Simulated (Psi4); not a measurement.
# B3LYP/def2-SVPD (core potential) run of CH3In (SMILES C[In])

What is the vertical electron affinity of CH3In at B3LYP/def2-SVPD (core potential)? 

The calculation is run with Psi4 1.11.

7 further runs of the same task are left out: 7 that didn't finish.

## Step 1: The system as given

CH3In has 5 atoms, charge 0, and is taken as a singlet. SMILES: `C[In]`. The shape is that of a PBE0-D4/def2-TZVP optimisation.

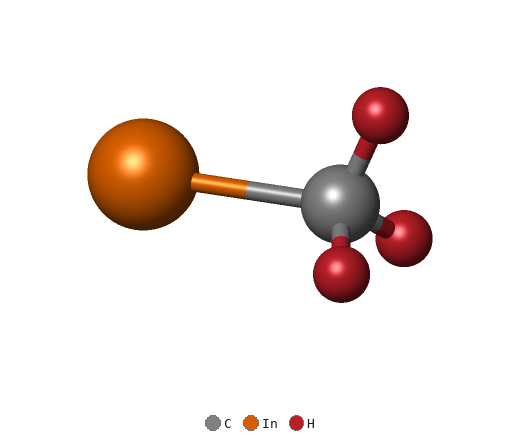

The structure, seen from a chosen angle (carbon grey, indium orange, hydrogen red).

## Step 2: The energy at B3LYP/def2-SVPD (core potential)

job.py reads:

```python
import psi4

psi4.set_memory(2200000000)
psi4.set_num_threads(1)
psi4.core.set_output_file('ch3in.out', False)

molecule = psi4.geometry("""
0 1
C
In 1 2.237599
H 1 1.095905 2 111.2562
H 1 1.095905 3 107.62869 2 122.12592
H 1 1.0959 3 107.62891 4 115.74742
symmetry c1
no_reorient
no_com
""")

psi4.set_options({
    'basis': 'def2-SVPD',
    'reference': 'rks',
    'puream': True,
    'e_convergence': 1e-09,
    'd_convergence': 1e-08,
    'scf_type': 'pk',
    'dft_radial_points': 99,
    'dft_spherical_points': 590,
})

E, wfn = psi4.energy('b3lyp', return_wfn=True)
psi4.oeprop(wfn, 'WIBERG_LOWDIN_INDICES', 'QUADRUPOLE', 'LOWDIN_CHARGES')
print(f'b3lyp energy: {E:.10f} Eh')
```

Command:

```
$ python job.py
```

ch3in.out:

```text
[...]
    !!!  WARNING: ECP capability is in beta. Please check occupations closely.  !!!
[...]
  Running in c1 symmetry.
[...]
  Nuclear repulsion =   51.184427394875740
[...]
  Multiplicity = 1
[...]
  Nalpha       = 15
  Nbeta        = 15
[...]
    Number of basis functions: 76
[...]
   @RKS iter   1:  -229.65397468838702   -6.29246e-01   1.14643e-02 ADIIS/DIIS
[...]
   @RKS iter  10:  -230.07822921783355   -9.09495e-12   2.45609e-09 DIIS
[...]
    Orbital Energies [Eh]
    ---------------------
    Doubly Occupied:
       1A    -10.144142     2A     -4.652452     3A     -3.057888
       4A     -3.057888     5A     -3.045664     6A     -0.746671
       7A     -0.746671     8A     -0.739867     9A     -0.736292
      10A     -0.736292    11A     -0.643674    12A     -0.374178
      13A     -0.374177    14A     -0.348715    15A     -0.193962
[...]
  @RKS Final Energy:  -230.07822921783355
   => Energetics <=
    Nuclear Repulsion Energy =             51.1844273948757404
    One-Electron Energy =                -489.9311242083929869
    Two-Electron Energy =                 227.5719823157184862
    DFT Exchange-Correlation Energy =     -18.9035147200347922
    Empirical Dispersion Energy =           0.0000000000000000
    VV10 Nonlocal Energy =                  0.0000000000000000
    Total Energy =                       -230.0782292178335524
[...]
 Multipole Moments:
 ------------------------------------------------------------------------------------
     Multipole            Electronic (a.u.)      Nuclear  (a.u.)        Total (a.u.)
 ------------------------------------------------------------------------------------
 L = 1.  Multiply by 2.5417464519 to convert [e a0] to [Debye]
 Dipole X            :          0.0000190           -0.0000178            0.0000012
 Dipole Y            :         -0.0000005           -0.0000002           -0.0000007
 Dipole Z            :         25.2121345          -25.1162645            0.0958700
 Magnitude           :                                                    0.0958700
 L = 2.  Multiply by 1.3450342976 to convert [e a0^2] to [Debye ang]
 Quadrupole XX       :        -27.2375250            5.5877146          -21.6498104
 Quadrupole XY       :         -0.0000091            0.0000057           -0.0000034
[...]
```

The script printed:

```text
b3lyp energy: -230.0782292178 Eh
```

Run time: 21 s. Hardware: 1 thread of Intel Xeon at 2.50GHz (Skylake/Cascade Lake), shared host; peak memory 0.88 GiB.

## Step 3: The doublet anion

job.dat reads:

```
memory 2.2 GB

molecule molecule1 {
  -1 2
  C     -0.34538524     0.13823347    -0.13337687
  In     3.35001199    -1.34068510     1.29372540
  H     -1.83862793    -0.07732759     1.28529722
  H     -0.94970076    -0.87027557    -1.83824998
  H     -0.21629805     2.15007369    -0.60737687
  units bohr
  symmetry c1
  no_reorient
  no_com
}

set {
  reference uks
  puream true
  e_convergence 1e-09
  d_convergence 1e-08
  scf_type pk
  dft_radial_points 99
  dft_spherical_points 590
  maxiter 100
}

e_tot, wfn = energy("b3lyp/def2-SVPD", return_wfn=True)
oeprop(wfn, "LOWDIN_CHARGES", "WIBERG_LOWDIN_INDICES", "MULLIKEN_CHARGES", title="B3LYP")
```

Command:

```
$ psi4 job.dat job.out -n 1
```

job.out (excerpt; [...] marks lines left out):

```text
[...]
    !!!  WARNING: ECP capability is in beta. Please check occupations closely.  !!!
[...]
  Running in c1 symmetry.
[...]
  Nuclear repulsion =   51.184426021854364
[...]
  Multiplicity = 2
[...]
  Nalpha       = 16
  Nbeta        = 15
[...]
    Number of basis functions: 76
[...]
   @UKS iter   1:  -229.50156750062959   -5.02088e-01   1.24809e-02 DIIS/ADIIS
[...]
   @UKS iter  39:  -230.07263933575618   -1.38982e-11   1.15376e-09 DIIS
[...]
   @S^2 Observed:                7.533093198E-01
[...]
  @UKS Final Energy:  -230.07263933575618
   => Energetics <=
    Nuclear Repulsion Energy =             51.1844260218543639
    One-Electron Energy =                -495.9246622669546696
    Two-Electron Energy =                 233.7027918899483154
    DFT Exchange-Correlation Energy =     -19.0351949806042278
    Empirical Dispersion Energy =           0.0000000000000000
    VV10 Nonlocal Energy =                  0.0000000000000000
    Total Energy =                       -230.0726393357561790
[...]
 Multipole Moments:
 ------------------------------------------------------------------------------------
     Multipole            Electronic (a.u.)      Nuclear  (a.u.)        Total (a.u.)
 ------------------------------------------------------------------------------------
 L = 1.  Multiply by 2.5417464519 to convert [e a0] to [Debye]
 Dipole X            :        -68.3913076           65.2733136           -3.1179940
 Dipole Y            :         27.4105607          -26.1225158            1.2880449
 Dipole Z            :        -26.4220224           25.2076426           -1.2143798
 Magnitude           :                                                    3.5854797
[...]
  Mulliken Charges: (a.u.)
   Center  Symbol    Alpha    Beta     Spin     Total
       1     C     2.85673  2.91972 -0.06299  0.22355
       2    IN    11.39136 10.33717  1.05419 -0.72853
       3     H     0.58446  0.58545 -0.00099 -0.16990
       4     H     0.58446  0.58543 -0.00098 -0.16989
       5     H     0.58299  0.57223  0.01076 -0.15523
   Total alpha = 16.00000, Total beta = 15.00000, Total charge = -1.00000
  Lowdin Charges: (a.u.)
   Center  Symbol    Alpha    Beta     Spin     Total
       1     C     3.09237  3.03064  0.06173 -0.12301
[...]
```

Run time: 95 s. Hardware: 1 thread of Intel Xeon at 2.50GHz (Skylake/Cascade Lake), shared host; peak memory 0.87 GiB.

## Step 4: What came out

Level: B3LYP/def2-SVPD (core potential).

```
                                         quantity          value
                      singlet CH3In: total energy  -230.07823 Eh
                     singlet CH3In: dipole moment         0.24 D
                       singlet CH3In: HOMO energy       -5.28 eV
                       singlet CH3In: LUMO energy       -1.70 eV
                     singlet CH3In: HOMO–LUMO gap        3.58 eV
                      doublet anion: total energy  -230.07264 Eh
doublet anion: HOMO energy (highest over α and β)        2.00 eV
 doublet anion: LUMO energy (lowest over α and β)        3.13 eV
                              doublet anion: ⟨S²⟩          0.753
vertical electron affinity (to the doublet anion)      -0.152 eV
```

What this shows: The anion lies 0.15 eV (3.5 kcal/mol) above the neutral: the electron isn't bound at this level, and such a value depends on the basis. The HOMO (doublet anion) lies at positive energy, 2.00 eV; only total energies tell whether the electron is bound.
